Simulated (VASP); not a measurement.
Band structure of RbCl (relaxed from the rock salt structure, space group Fm-3m). Calculation: PBE GGA, VASP's PBE PAW potentials (set 64) (plane waves; VASP 6.6.1).

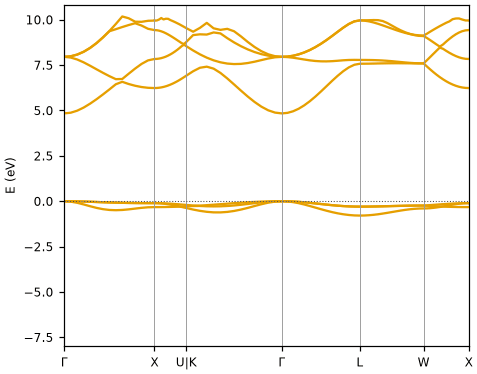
Fig. 1. Bands along high-symmetry lines, zero at the valence-band maximum or, without a gap, the Fermi level

Question: Read the plot: is there a gap, and where are the band edges?

Answer: The gap is direct, 4.84 eV, from the valence maximum at Γ to the conduction minimum at Γ. (Edges off the drawn lines would not show.)

The structure was generated: RbCl was put into the rock salt type (Fm-3m), which need not be its known phase. It was relaxed first, which changed the volume by -11 %.
